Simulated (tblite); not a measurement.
Geometry relaxation of C5H9NSi (part 2 of 4)

The same run, continued: C5H9NSi, SMILES Cc1ccn([SiH3])c1; GFN2-xTB geometry optimisation, gas phase (tblite 0.8.0). It belongs to a series of runs on one base structure; here: constitutional isomer.

Geometry of the input (Å):
```
C  -2.6337  0.2205  0.1772
C  -1.2096  -0.1407  0.0719
C  -0.6164  -1.4060  0.0672
C  0.7393  -1.2896  -0.0449
N  0.9932  0.0205  -0.0723
Si 2.6220  0.7374  -0.2133
C  -0.1433  0.7414  -0.0151
H  -2.9268  0.4044  1.2481
H  -3.2819  -0.6019  -0.2042
H  -2.7877  1.1545  -0.3924
H  -1.1772  -2.3334  0.1192
H  1.4002  -2.1428  -0.0665
H  2.9744  1.5180  1.0133
H  3.6063  -0.3554  -0.3457
H  2.6213  1.6810  -1.3376
H  -0.1877  1.8011  -0.0163
```

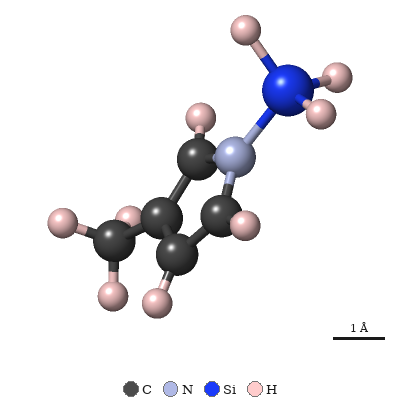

**Figure 1.** The geometry at step 36 of the log (ball-and-stick view, seen at a tilt).

### Trajectory as extended XYZ, continued
```
16
Properties=species:S:1:pos:R:3:forces:R:3 step=23 energy=-543.47993
C    -2.6363    0.2291    0.1833    0.0000  -0.0080   0.0000
C    -1.1902   -0.1215    0.0808   -0.0070   0.0000  -0.0090
C    -0.6371   -1.4301    0.0697   -0.0040   0.0020  -0.0030
C     0.7127   -1.2968   -0.0271   -0.0010  -0.0070   0.0040
N     1.0400    0.0323   -0.0773   -0.0080  -0.0020  -0.0010
Si    2.6281    0.7430   -0.1993    0.0050   0.0010   0.0040
C    -0.1351    0.7371   -0.0087   -0.0070   0.0070  -0.0030
H    -2.9177    0.3877    1.2255   -0.0120  -0.0070  -0.0110
H    -3.2487   -0.5764   -0.2157   -0.0070   0.0070   0.0020
H    -2.8489    1.1428   -0.3689   -0.0010  -0.0070   0.0200
H    -1.1883   -2.3491    0.1204   -0.0030   0.0030   0.0080
H     1.4784   -2.0460   -0.0661    0.0120  -0.0050  -0.0030
H     2.8962    1.4837    1.0348    0.0090   0.0040   0.0060
H     3.5457   -0.3766   -0.3770    0.0080  -0.0100   0.0010
H     2.6187    1.6406   -1.3544    0.0120   0.0100  -0.0080
H    -0.1251    1.8092   -0.0313    0.0030   0.0120  -0.0080
16
Properties=species:S:1:pos:R:3:forces:R:3 step=25 energy=-543.48007
C    -2.6362    0.2281    0.1836   -0.0070  -0.0020   0.0000
C    -1.1902   -0.1208    0.0803   -0.0080   0.0060  -0.0070
C    -0.6370   -1.4293    0.0700   -0.0100   0.0030  -0.0010
C     0.7125   -1.2963   -0.0270    0.0010  -0.0010   0.0020
N     1.0391    0.0328   -0.0790    0.0060   0.0140   0.0020
Si    2.6274    0.7422   -0.1999    0.0290   0.0110  -0.0030
C    -0.1356    0.7382   -0.0101   -0.0110   0.0010  -0.0030
H    -2.9185    0.3845    1.2255   -0.0120  -0.0160   0.0050
H    -3.2470   -0.5771   -0.2178   -0.0160   0.0030   0.0010
H    -2.8509    1.1432   -0.3648    0.0030   0.0000   0.0040
H    -1.1885   -2.3476    0.1218   -0.0090  -0.0100   0.0090
H     1.4786   -2.0450   -0.0646    0.0130  -0.0070  -0.0060
H     2.8964    1.4820    1.0348    0.0060   0.0030   0.0030
H     3.5452   -0.3780   -0.3767    0.0000  -0.0050   0.0010
H     2.6239    1.6413   -1.3548    0.0050  -0.0010   0.0030
H    -0.1267    1.8106   -0.0327    0.0090   0.0000  -0.0100
16
Properties=species:S:1:pos:R:3:forces:R:3 step=27 energy=-543.48025
C    -2.6369    0.2265    0.1841   -0.0150   0.0050   0.0020
C    -1.1908   -0.1196    0.0790    0.0000   0.0010   0.0010
C    -0.6373   -1.4280    0.0704    0.0030  -0.0030   0.0020
C     0.7124   -1.2953   -0.0267    0.0040   0.0130  -0.0030
N     1.0384    0.0345   -0.0811    0.0160   0.0130   0.0030
Si    2.6286    0.7418   -0.2007    0.0180   0.0050  -0.0020
C    -0.1367    0.7401   -0.0124    0.0040  -0.0070  -0.0060
H    -2.9207    0.3788    1.2258   -0.0070  -0.0230   0.0220
H    -3.2462   -0.5779   -0.2207   -0.0220  -0.0020  -0.0040
H    -2.8535    1.1438   -0.3587    0.0010   0.0120  -0.0160
H    -1.1893   -2.3461    0.1244   -0.0050  -0.0060   0.0070
H     1.4797   -2.0439   -0.0629   -0.0080   0.0100  -0.0060
H     2.8969    1.4800    1.0353    0.0060   0.0030   0.0000
H     3.5446   -0.3806   -0.3762   -0.0040   0.0000   0.0010
H     2.6313    1.6420   -1.3554    0.0000  -0.0090   0.0110
H    -0.1280    1.8128   -0.0356    0.0090  -0.0130  -0.0110
16
Properties=species:S:1:pos:R:3:forces:R:3 step=28 energy=-543.48037
C    -2.6378    0.2255    0.1844   -0.0140   0.0070   0.0030
C    -1.1912   -0.1188    0.0782    0.0040  -0.0040   0.0070
C    -0.6375   -1.4272    0.0706    0.0110  -0.0040   0.0040
C     0.7124   -1.2944   -0.0265    0.0030   0.0170  -0.0050
N     1.0383    0.0358   -0.0824    0.0130   0.0040   0.0020
Si    2.6299    0.7417   -0.2013    0.0000  -0.0030   0.0040
C    -0.1373    0.7412   -0.0141    0.0120  -0.0090  -0.0070
H    -2.9224    0.3744    1.2265   -0.0020  -0.0250   0.0220
H    -3.2463   -0.5784   -0.2226   -0.0200   0.0010  -0.0060
H    -2.8551    1.1445   -0.3551   -0.0010   0.0130  -0.0200
H    -1.1900   -2.3452    0.1264    0.0040   0.0030   0.0050
H     1.4804   -2.0428   -0.0621   -0.0190   0.0190  -0.0060
H     2.8974    1.4787    1.0357    0.0070   0.0040  -0.0010
H     3.5440   -0.3824   -0.3759   -0.0040   0.0010   0.0010
H     2.6362    1.6423   -1.3555   -0.0030  -0.0080   0.0090
H    -0.1285    1.8139   -0.0378    0.0080  -0.0160  -0.0120
16
Properties=species:S:1:pos:R:3:forces:R:3 step=30 energy=-543.48061
C    -2.6402    0.2240    0.1854    0.0010   0.0040   0.0020
C    -1.1921   -0.1173    0.0769    0.0010  -0.0060   0.0120
C    -0.6373   -1.4256    0.0715    0.0110   0.0040   0.0080
C     0.7126   -1.2916   -0.0265   -0.0020   0.0080  -0.0050
N     1.0385    0.0388   -0.0850   -0.0060  -0.0110  -0.0020
Si    2.6327    0.7414   -0.2021   -0.0240  -0.0120   0.0150
C    -0.1382    0.7428   -0.0180    0.0080  -0.0040  -0.0020
H    -2.9259    0.3637    1.2291    0.0090  -0.0190   0.0010
H    -3.2475   -0.5789   -0.2269   -0.0060   0.0170  -0.0050
H    -2.8586    1.1465   -0.3485   -0.0020  -0.0010  -0.0060
H    -1.1911   -2.3433    0.1308    0.0230   0.0140   0.0000
H     1.4809   -2.0397   -0.0607   -0.0170   0.0150  -0.0060
H     2.8988    1.4763    1.0363    0.0090   0.0050  -0.0010
H     3.5427   -0.3860   -0.3752    0.0000  -0.0010   0.0010
H     2.6460    1.6424   -1.3553   -0.0080  -0.0050   0.0030
H    -0.1290    1.8154   -0.0432    0.0020  -0.0070  -0.0130
16
Properties=species:S:1:pos:R:3:forces:R:3 step=32 energy=-543.48079
C    -2.6415    0.2233    0.1861    0.0110  -0.0030  -0.0020
C    -1.1925   -0.1166    0.0769   -0.0030   0.0050   0.0050
C    -0.6368   -1.4243    0.0726   -0.0050   0.0090   0.0080
C     0.7126   -1.2895   -0.0268   -0.0040  -0.0080   0.0010
N     1.0384    0.0402   -0.0867   -0.0130  -0.0020  -0.0060
Si    2.6333    0.7406   -0.2017   -0.0090  -0.0040   0.0090
C    -0.1385    0.7434   -0.0205   -0.0100   0.0060   0.0030
H    -2.9276    0.3559    1.2310    0.0110  -0.0060  -0.0130
H    -3.2489   -0.5781   -0.2299    0.0050   0.0180  -0.0060
H    -2.8607    1.1477   -0.3451    0.0020  -0.0090   0.0130
H    -1.1904   -2.3415    0.1335    0.0180  -0.0010   0.0010
H     1.4802   -2.0370   -0.0605    0.0070  -0.0090  -0.0070
H     2.9006    1.4754    1.0366    0.0060   0.0030   0.0000
H     3.5419   -0.3882   -0.3745   -0.0020   0.0000   0.0020
H     2.6514    1.6420   -1.3547   -0.0120  -0.0070   0.0050
H    -0.1291    1.8156   -0.0475   -0.0010   0.0070  -0.0120
16
Properties=species:S:1:pos:R:3:forces:R:3 step=34 energy=-543.48093
C    -2.6420    0.2225    0.1865    0.0030  -0.0020  -0.0020
C    -1.1930   -0.1156    0.0771    0.0000   0.0060  -0.0050
C    -0.6366   -1.4226    0.0742   -0.0080  -0.0020   0.0050
C     0.7123   -1.2881   -0.0270    0.0010  -0.0070   0.0040
N     1.0374    0.0413   -0.0888   -0.0010   0.0080  -0.0050
Si    2.6329    0.7395   -0.2008    0.0100   0.0050  -0.0010
C    -0.1394    0.7445   -0.0225   -0.0090   0.0080   0.0020
H    -2.9282    0.3485    1.2318    0.0040   0.0050  -0.0010
H    -3.2495   -0.5763   -0.2333    0.0060   0.0000  -0.0120
H    -2.8625    1.1483   -0.3409    0.0060   0.0060   0.0160
H    -1.1884   -2.3400    0.1360    0.0000  -0.0200   0.0040
H     1.4799   -2.0352   -0.0606    0.0120  -0.0160  -0.0070
H     2.9025    1.4746    1.0368    0.0020   0.0000   0.0010
H     3.5409   -0.3901   -0.3738   -0.0070   0.0020   0.0040
H     2.6555    1.6412   -1.3538   -0.0150  -0.0090   0.0070
H    -0.1294    1.8165   -0.0522   -0.0040   0.0130  -0.0100
16
Properties=species:S:1:pos:R:3:forces:R:3 step=36 energy=-543.48106
C    -2.6425    0.2214    0.1870   -0.0060   0.0030   0.0000
C    -1.1936   -0.1141    0.0769    0.0050  -0.0060  -0.0070
C    -0.6366   -1.4210    0.0761    0.0060  -0.0140  -0.0010
C     0.7121   -1.2867   -0.0269    0.0050   0.0040   0.0030
N     1.0363    0.0432   -0.0916    0.0090   0.0020   0.0010
Si    2.6334    0.7386   -0.2000    0.0050   0.0040  -0.0010
C    -0.1407    0.7466   -0.0250    0.0070   0.0000  -0.0050
H    -2.9289    0.3403    1.2326   -0.0020   0.0070   0.0100
H    -3.2496   -0.5747   -0.2380    0.0050  -0.0110  -0.0140
H    -2.8643    1.1496   -0.3346    0.0060   0.0220   0.0100
H    -1.1865   -2.3395    0.1393   -0.0090  -0.0140   0.0050
H     1.4804   -2.0340   -0.0609   -0.0050   0.0010  -0.0040
H     2.9043    1.4734    1.0374    0.0000   0.0000   0.0040
H     3.5391   -0.3926   -0.3729   -0.0040  -0.0010   0.0050
H     2.6596    1.6398   -1.3527   -0.0160  -0.0010  -0.0010
H    -0.1302    1.8186   -0.0582   -0.0070   0.0040  -0.0070
16
Properties=species:S:1:pos:R:3:forces:R:3 step=38 energy=-543.48120
C    -2.6432    0.2205    0.1874   -0.0010   0.0060   0.0020
C    -1.1937   -0.1131    0.0762    0.0030  -0.0130  -0.0020
C    -0.6364   -1.4203    0.0781    0.0100  -0.0080  -0.0060
C     0.7123   -1.2853   -0.0265    0.0020   0.0070   0.0010
N     1.0358    0.0450   -0.0941    0.0050  -0.0080   0.0070
Si    2.6342    0.7381   -0.1990   -0.0050   0.0000   0.0030
C    -0.1415    0.7485   -0.0276    0.0100  -0.0130  -0.0100
H    -2.9295    0.3330    1.2340   -0.0050   0.0000   0.0030
H    -3.2493   -0.5735   -0.2437    0.0090  -0.0010  -0.0060
H    -2.8653    1.1525   -0.3276    0.0070   0.0180   0.0070
H    -1.1850   -2.3402    0.1428   -0.0030   0.0090   0.0050
H     1.4807   -2.0330   -0.0619   -0.0120   0.0140   0.0010
H     2.9062    1.4725    1.0382   -0.0010   0.0000   0.0060
H     3.5371   -0.3949   -0.3714    0.0020  -0.0060   0.0050
H     2.6615    1.6381   -1.3515   -0.0130   0.0110  -0.0120
H    -0.1315    1.8209   -0.0647   -0.0090  -0.0160  -0.0020
16
Properties=species:S:1:pos:R:3:forces:R:3 step=40 energy=-543.48135
C    -2.6435    0.2207    0.1876    0.0110   0.0040   0.0010
C    -1.1936   -0.1135    0.0756   -0.0040  -0.0030   0.0020
C    -0.6357   -1.4208    0.0794   -0.0030   0.0080  -0.0070
C     0.7127   -1.2843   -0.0260   -0.0030  -0.0040   0.0000
N     1.0358    0.0457   -0.0953   -0.0030  -0.0070   0.0050
Si    2.6345    0.7381   -0.1978   -0.0030   0.0030  -0.0030
C    -0.1417    0.7487   -0.0300   -0.0040  -0.0140  -0.0080
H    -2.9298    0.3286    1.2351   -0.0050  -0.0100  -0.0110
H    -3.2485   -0.5720   -0.2486    0.0090   0.0180   0.0050
H    -2.8647    1.1563   -0.3221    0.0090  -0.0010   0.0080
H    -1.1837   -2.3412    0.1458    0.0030   0.0190   0.0030
H     1.4802   -2.0321   -0.0634    0.0050   0.0040   0.0060
H     2.9081    1.4726    1.0392   -0.0040  -0.0020   0.0030
H     3.5358   -0.3964   -0.3695    0.0040  -0.0030   0.0040
H     2.6595    1.6373   -1.3510   -0.0070   0.0120  -0.0100
H    -0.1331    1.8212   -0.0702   -0.0060  -0.0240   0.0010
16
Properties=species:S:1:pos:R:3:forces:R:3 step=42 energy=-543.48150
C    -2.6431    0.2210    0.1880    0.0090   0.0020   0.0000
C    -1.1937   -0.1140    0.0750   -0.0020   0.0080   0.0020
C    -0.6351   -1.4207    0.0801   -0.0100   0.0090  -0.0010
C     0.7129   -1.2834   -0.0256   -0.0010  -0.0130   0.0000
N     1.0358    0.0462   -0.0964   -0.0020   0.0000  -0.0030
Si    2.6346    0.7382   -0.1971    0.0020   0.0050  -0.0120
C    -0.1422    0.7480   -0.0332   -0.0080  -0.0030   0.0010
H    -2.9308    0.3228    1.2357   -0.0030  -0.0130  -0.0080
H    -3.2470   -0.5694   -0.2535   -0.0020   0.0210   0.0020
H    -2.8635    1.1602   -0.3156    0.0110  -0.0080   0.0040
H    -1.1824   -2.3408    0.1492   -0.0040   0.0040   0.0010
H     1.4801   -2.0307   -0.0642    0.0200  -0.0120   0.0110
H     2.9097    1.4722    1.0404   -0.0080  -0.0050  -0.0050
H     3.5347   -0.3983   -0.3673    0.0000   0.0080   0.0030
H     2.6578    1.6375   -1.3513   -0.0020   0.0030   0.0030
H    -0.1353    1.8200   -0.0757   -0.0010  -0.0060   0.0030
16
Properties=species:S:1:pos:R:3:forces:R:3 step=44 energy=-543.48161
C    -2.6428    0.2208    0.1886   -0.0030   0.0010   0.0010
C    -1.1940   -0.1133    0.0743    0.0060   0.0000   0.0010
C    -0.6350   -1.4194    0.0812    0.0030  -0.0080   0.0060
C     0.7130   -1.2825   -0.0252    0.0040  -0.0070  -0.0010
N     1.0354    0.0472   -0.0987    0.0020  -0.0040  -0.0080
Si    2.6352    0.7381   -0.1973   -0.0050   0.0000  -0.0080
C    -0.1431    0.7483   -0.0370    0.0060   0.0060   0.0060
H    -2.9326    0.3134    1.2362    0.0000  -0.0100   0.0060
H    -3.2459   -0.5660   -0.2593   -0.0130   0.0090  -0.0090
H    -2.8632    1.1636   -0.3073    0.0100   0.0050  -0.0040
H    -1.1816   -2.3392    0.1535   -0.0120  -0.0080   0.0000
H     1.4813   -2.0291   -0.0634    0.0080  -0.0080   0.0130
H     2.9104    1.4704    1.0414   -0.0090  -0.0040  -0.0080
H     3.5330   -0.4007   -0.3651    0.0000   0.0130  -0.0010
H     2.6598    1.6377   -1.3513    0.0000   0.0020   0.0050
H    -0.1375    1.8197   -0.0820    0.0040   0.0130   0.0030
16
Properties=species:S:1:pos:R:3:forces:R:3 step=46 energy=-543.48178
C    -2.6426    0.2205    0.1896   -0.0100  -0.0020   0.0000
C    -1.1940   -0.1123    0.0735    0.0070  -0.0160   0.0020
C    -0.6346   -1.4182    0.0834    0.0150  -0.0200   0.0100
C     0.7136   -1.2818   -0.0247    0.0040   0.0060  -0.0010
N     1.0349    0.0484   -0.1029    0.0020  -0.0100  -0.0070
Si    2.6354    0.7380   -0.1983   -0.0130  -0.0060   0.0040
C    -0.1439    0.7493   -0.0419    0.0140   0.0040   0.0050
H    -2.9350    0.2987    1.2375    0.0040  -0.0010   0.0130
H    -3.2455   -0.5601   -0.2686   -0.0160  -0.0030  -0.0190
H    -2.8617    1.1688   -0.2953    0.0060   0.0170  -0.0030
H    -1.1814   -2.3378    0.1597   -0.0090  -0.0070  -0.0020
H     1.4838   -2.0276   -0.0611   -0.0160   0.0060   0.0130
H     2.9106    1.4674    1.0419   -0.0100   0.0020  -0.0060
H     3.5305   -0.4030   -0.3621    0.0090   0.0080  -0.0070
H     2.6624    1.6381   -1.3509    0.0020   0.0080  -0.0040
H    -0.1403    1.8205   -0.0911    0.0120   0.0140   0.0040
16
Properties=species:S:1:pos:R:3:forces:R:3 step=47 energy=-543.48190
C    -2.6422    0.2206    0.1902   -0.0100  -0.0050  -0.0020
C    -1.1937   -0.1123    0.0731    0.0030  -0.0200   0.0030
C    -0.6340   -1.4183    0.0852    0.0140  -0.0180   0.0110
C     0.7142   -1.2819   -0.0244    0.0000   0.0110   0.0000
N     1.0347    0.0485   -0.1058   -0.0010  -0.0090  -0.0040
Si    2.6350    0.7380   -0.1990   -0.0120  -0.0060   0.0080
C    -0.1440    0.7496   -0.0450    0.0100  -0.0020   0.0020
H    -2.9365    0.2889    1.2384    0.0070   0.0050   0.0080
H    -3.2458   -0.5549   -0.2757   -0.0130  -0.0050  -0.0220
H    -2.8592    1.1732   -0.2873    0.0050   0.0170   0.0040
H    -1.1816   -2.3373    0.1639   -0.0020  -0.0040  -0.0020
H     1.4855   -2.0269   -0.0591   -0.0270   0.0110   0.0120
H     2.9103    1.4656    1.0419   -0.0100   0.0070  -0.0020
H     3.5292   -0.4036   -0.3599    0.0150   0.0040  -0.0130
H     2.6623    1.6388   -1.3507    0.0040   0.0100  -0.0090
H    -0.1420    1.8209   -0.0971    0.0170   0.0040   0.0060
16
Properties=species:S:1:pos:R:3:forces:R:3 step=49 energy=-543.48215
C    -2.6411    0.2217    0.1906    0.0000  -0.0080  -0.0080
C    -1.1926   -0.1143    0.0732   -0.0110  -0.0070   0.0020
C    -0.6327   -1.4206    0.0880   -0.0080   0.0030   0.0080
C     0.7152   -1.2834   -0.0239   -0.0110   0.0070   0.0070
N     1.0348    0.0467   -0.1093   -0.0060   0.0030   0.0040
Si    2.6332    0.7387   -0.2003    0.0060   0.0010   0.0030
C    -0.1435    0.7483   -0.0480   -0.0120  -0.0110  -0.0030
H    -2.9373    0.2780    1.2393    0.0080   0.0100  -0.0070
H    -3.2476   -0.5455   -0.2862    0.0000  -0.0010  -0.0160
H    -2.8520    1.1808   -0.2777    0.0020   0.0030   0.0200
H    -1.1828   -2.3381    0.1687    0.0130  -0.0040  -0.0010
H     1.4874   -2.0274   -0.0552   -0.0220   0.0030   0.0060
H     2.9083    1.4646    1.0412   -0.0110   0.0150   0.0050
H     3.5294   -0.4016   -0.3574    0.0190   0.0010  -0.0220
H     2.6570    1.6413   -1.3509    0.0090   0.0050  -0.0050
H    -0.1430    1.8200   -0.1034    0.0230  -0.0190   0.0070
```
